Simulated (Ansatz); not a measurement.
ClGeH₂ (charge +1)

Input

```
crystal:
  periodic: [false, false, false]
  atoms:
    - {symbol: Cl, position_ang: [-0.030332, 1.599784, -0.192866]}
    - {symbol: Ge, position_ang: [0.776422, 2.743588, -1.721263]}
    - {symbol: H, position_ang: [0.243333, 4.177692, -1.849428]}
    - {symbol: H, position_ang: [1.837796, 2.058409, -2.593785]}
basis:
  gaussian: {orbitals: def2-TZVPD}
total_charge: 1
hamiltonian: {xc: {name: PBE0}}
output: {forces: true, orbitals: {seedname: orbitals}}
```

Run with:

```sh
ansatz run input.yaml --threads 1 --pin off --max-ram 2610MiB --events-out events.jsonl --progress --plain --runs-dir runs
```

Geometry: B3LYP/6-31G*.

Theory: isolated molecule in a Gaussian basis; Kohn-Sham density functional theory, functional PBE0 (Ansatz).

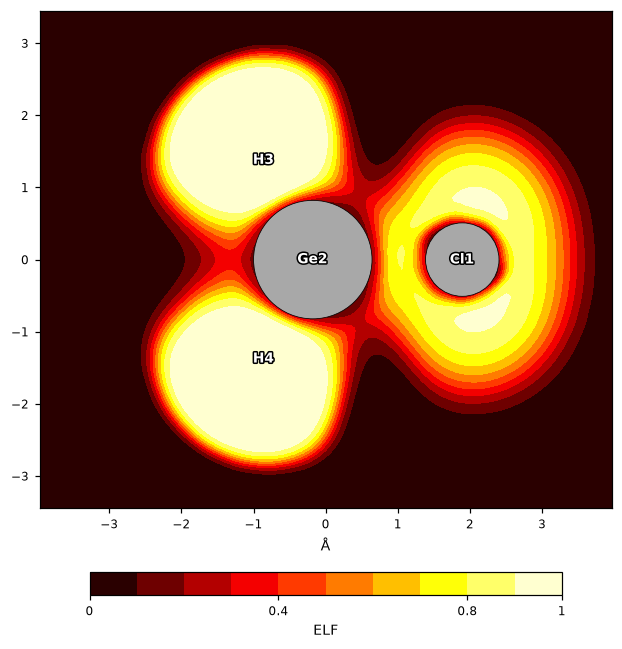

Figure 1. Electron localisation function on the molecular plane. Grey discs cover the atomic cores.

**Read the bonding off the picture.**

- Atoms in the plane: Cl, Ge and H.
- Ge–Cl (2.07 Å): the ELF peaks at about 0.80 in the valence shell of Cl, 0.9 Å from its nucleus, and is about 0.70 at the midpoint.
- Ge–H (1.54 Å): the ELF climbs to about 1 towards the hydrogen.
- The ELF also peaks beside Cl1, away from the bonds: lone-pair regions.

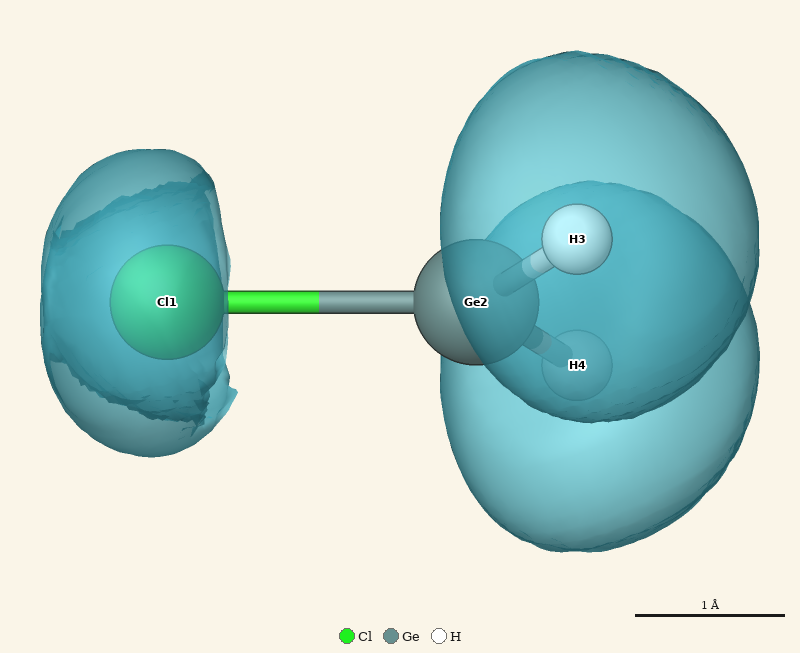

Figure 2. Isosurface of the electron localisation function at 0.85 (cyan), seen from one side. Core shells and regions of very low density are left out.

**Describe the localisation domains.**

The ELF exceeds this value in two regions around hydrogen nuclei and one ring or bowl of non-bonding electrons around Cl.

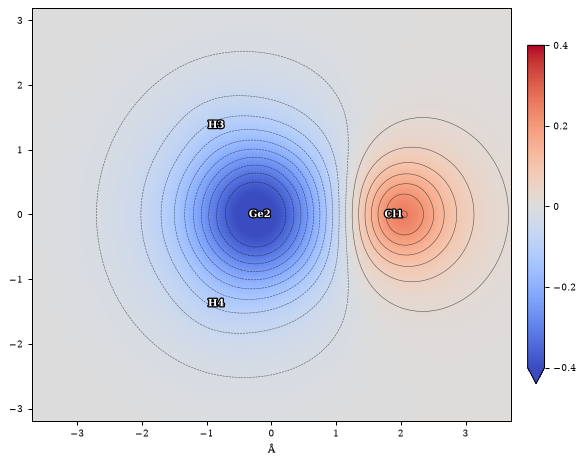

Figure 3. The LUMO on a plane 0.8 Å above the molecular plane (values in Å⁻³ᐟ²; the overall sign is arbitrary).

**Where does this orbital lie, and at what energy?**

Its weight (Hirshfeld) is mainly on Ge2 (about 75 %) and Cl1 (about 15 %); it changes sign across the molecular plane (π type). Its energy is −9.56 eV.
